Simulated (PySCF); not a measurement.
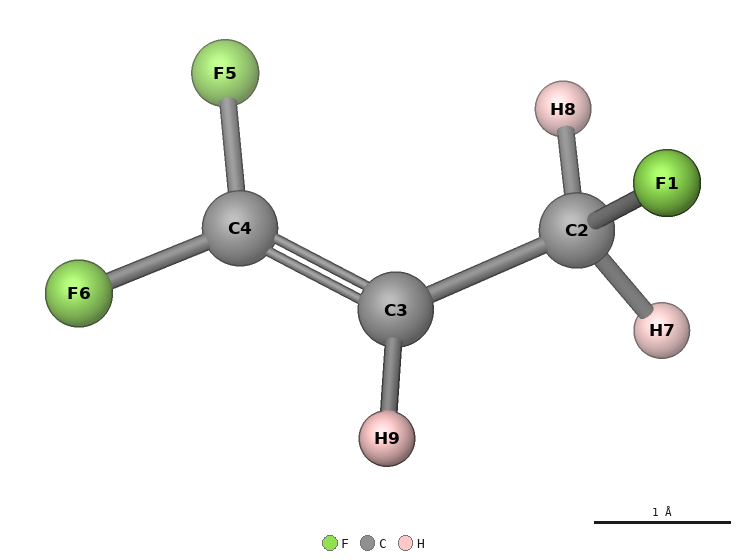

Orthographic view. Distant atoms are faded towards the background colour. The computed structure is the end point of a PBE0-D3(BJ)/def2-SVP optimisation. No frequency run is at hand to confirm it as a minimum.

Write a MOL file (V2000) with the atoms in numerical order, bonds sorted by atom number with the orders drawn, and coordinates in the frame of the picture: x right, y up, z towards the viewer, origin at the mean position.

```
C3H3F3
                    3D

  9  8  0  0  0  0  0  0  0  0999 V2000
    1.8000    0.4500    1.0700 F   0  0  0  0  0  0  0  0  0  0  0  0
    1.1400    0.1000   -0.0900 C   0  0  0  0  0  0  0  0  0  0  0  0
   -0.1900   -0.4800    0.2200 C   0  0  0  0  0  0  0  0  0  0  0  0
   -1.3400    0.1200   -0.0800 C   0  0  0  0  0  0  0  0  0  0  0  0
   -1.4500    1.2600   -0.7200 F   0  0  0  0  0  0  0  0  0  0  0  0
   -2.5200   -0.3600    0.1900 F   0  0  0  0  0  0  0  0  0  0  0  0
    1.7700   -0.6400   -0.6200 H   0  0  0  0  0  0  0  0  0  0  0  0
    1.0400    0.9900   -0.7200 H   0  0  0  0  0  0  0  0  0  0  0  0
   -0.2600   -1.4300    0.7600 H   0  0  0  0  0  0  0  0  0  0  0  0
  1  2  1  0
  2  3  1  0
  2  7  1  0
  2  8  1  0
  3  4  2  0
  3  9  1  0
  4  5  1  0
  4  6  1  0
M  END
```
